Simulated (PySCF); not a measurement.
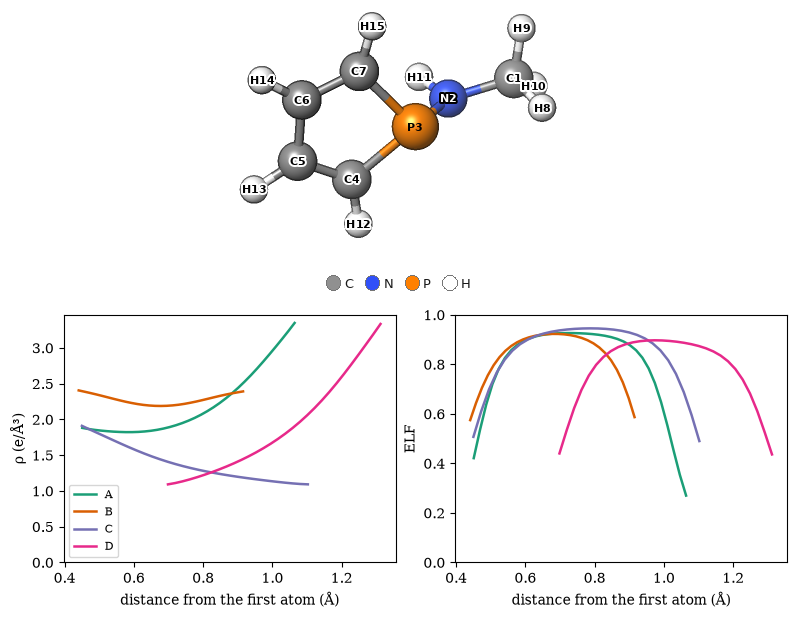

*C₅H₈NP (SMILES CNp1cccc1). Electron density and ELF along straight lines between neighbouring atoms. The curves leave out the atomic cores. The structure is drawn too.*

Geometry: PBE0-D3(BJ)/def2-SVP.

All numbers below come from PySCF 2.14.0, PBE0/pcSseg-1, SCF density, gas phase, non-relativistic.

Input file:

```
{"job": {"kind": "nmr", "xc": "PBE0", "basis": "pcSseg-1"}, "charge": 0, "multiplicity": 1}
C     -2.738462    -0.035439     0.085242
N     -1.390291    -0.440687    -0.229806
P     -0.098554     0.652461    -0.185430
C      1.153079     0.070455    -1.339828
C      2.344294    -0.040248    -0.702235
C      2.264343     0.124767     0.746699
C      1.010780     0.352181     1.212072
H     -2.885224     1.010092    -0.225281
H     -2.991797    -0.098870     1.161180
H     -3.467964    -0.649118    -0.468591
H     -1.182009    -1.417946    -0.053516
H      1.005242    -0.007569    -2.418047
H      3.295086    -0.221463    -1.210553
H      3.154775     0.081840     1.380628
H      0.758309     0.530143     2.259011
```

Run with:

```sh
OMP_NUM_THREADS=1 python probes_run.py task.json out
```

> Which curve belongs to which contact (C–C, C–N, C–P and P–N)? The first atom named is at distance zero.

Curve A: C–N (1.44 Å): the density is about 1.9 e/Å³ at the midpoint; the ELF peaks at about 0.95 between the atoms, as expected for a covalent bond. Curve B: C–C (1.36 Å): the density is about 2.2 e/Å³ at the midpoint; the ELF peaks at about 0.90 between the atoms, as expected for localised, covalent bonding. Curve C: C–P (1.80 Å): ρ is about 1.2 e/Å³ halfway; the ELF peaks at about 0.95 between the atoms: a shared electron pair. Curve D: P–N (1.69 Å): ρ is about 1.3 e/Å³ halfway; the ELF peaks at about 0.90 between the atoms: a shared but strongly polarised pair.
